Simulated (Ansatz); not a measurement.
Two G0W0 runs on BaSrLaSbO6 (F-43m).

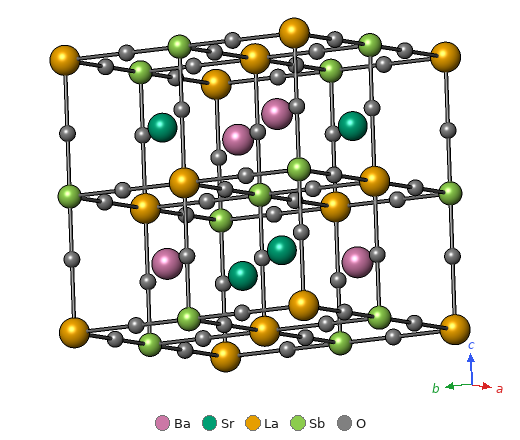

The structure (barium pink, strontium teal, lanthanum orange, antimony green, oxygen grey). Some periodic images of atoms are drawn too.

```yaml
crystal:
  lattice:
    - [0.00000, 4.34537, 4.34537]
    - [4.34537, 0.00000, 4.34537]
    - [4.34537, 4.34537, 0.00000]
  atoms:
    - { symbol: Ba, position: [0.25000, 0.25000, 0.25000] }
    - { symbol: Sr, position: [0.75000, 0.75000, 0.75000] }
    - { symbol: La, position: [0.00000, 0.00000, 0.00000] }
    - { symbol: Sb, position: [0.50000, 0.50000, 0.50000] }
    - { symbol: O, position: [0.73123, 0.26877, 0.26877] }
    - { symbol: O, position: [0.26877, 0.73123, 0.73123] }
    - { symbol: O, position: [0.73123, 0.73123, 0.26877] }
    - { symbol: O, position: [0.26877, 0.26877, 0.73123] }
    - { symbol: O, position: [0.26877, 0.73123, 0.26877] }
    - { symbol: O, position: [0.73123, 0.26877, 0.73123] }
```

The cell and positions are those that the Materials Project relaxed with its own functionals (PBE, PBE+U or r2SCAN), kept fixed. Spin-orbit coupling is left out unless a run names it.

The first (Ansatz 0.2.0; start PBE with 75 % exact exchange, 2×2×2 mesh, 684 empty bands, screening to 150 eV, PAW set soft_1 files; 1 × NVIDIA H100 80GB HBM3 (shared by 6 runs) with 2 threads of AMD EPYC 7R13 (Zen 3), shared host) gave, on its mesh: starting gap 10.80 eV, G0W0 gap 7.45 eV, RPA ε∞ (mean) 2.35, 38 s.

Q: The second changes start from PBE with 75 % exact exchange to PBE+U(La-f,4). What does it give?

It gave: starting gap 3.56 eV, G0W0 gap 5.00 eV, RPA ε∞ (mean) 4.35, 9.5 s. The G0W0 gap moves by −2.45 eV, −7.24 eV from the start and +4.79 eV from the correction. Σc changes by +1.57 eV at the valence top and −0.75 eV at the conduction bottom, and Σx − Vxc between them by +7.11 eV.

Limits: not at the basis limit; f levels unsure; no spin-orbit coupling; coarse k mesh.

[Paths, hosts, dates, memory and timing lines, banners, echoed tables and standing remarks are left out of the program output.]

[Logs are printed without paths, hosts, clocks, repeated set-up lines and the standing remarks that a program may print on its own settings, such as how far it seeks lower states.]

[Runs of the session that timed out or met a known fault of the program may be left out.]

[Cells called generated may have been cut or substituted from an entry of the Crystallography Open Database or the Materials Project.]

[Hosts, paths, dates, database ids (printed as entryN), source tags and the programs' standing remarks are cut or masked in the printed files.]
